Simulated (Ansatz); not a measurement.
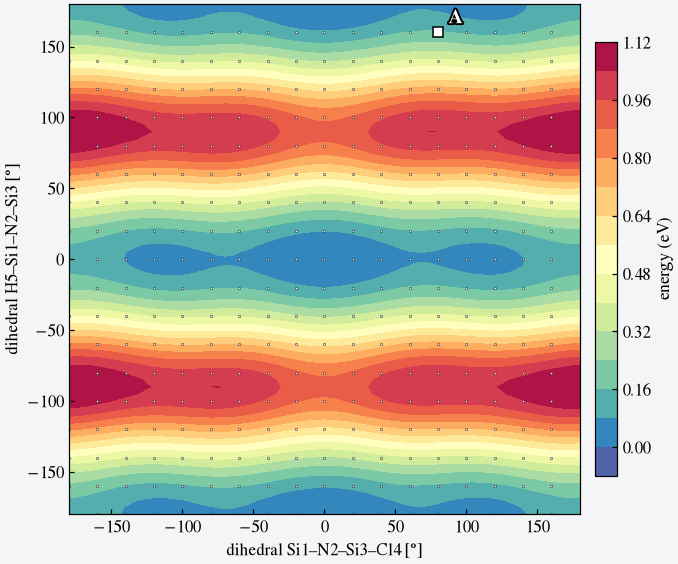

ClH5NSi2, SMILES [SiH2+]N[SiH2]Cl, charge +1. 
- First axis: dihedral Si1–N2–Si3–Cl4. Second axis: dihedral H5–Si1–N2–Si3.
- Nothing is relaxed (all other coordinates rigid).
- The scan uses an 18 × 18 grid; 230 points were computed and 94 follow by symmetry.
- All energies are given in eV relative to the relaxed molecule at the same level.
- Method: RKS r2SCAN-D4/def2-SVP (Ansatz).

The picture shows filled contours, dots at the grid points, the point A. Between grid points the surface is interpolated.

Q: Which way does the force act at A, and how strong is it?

A: A, at dihedral Si1–N2–Si3–Cl4 = 80°, dihedral H5–Si1–N2–Si3 = 160°, is not a stationary point. The computed force is 0.00056 eV for each degree towards larger values of dihedral Si1–N2–Si3–Cl4 and 0.009 eV for each degree towards larger values of dihedral H5–Si1–N2–Si3.
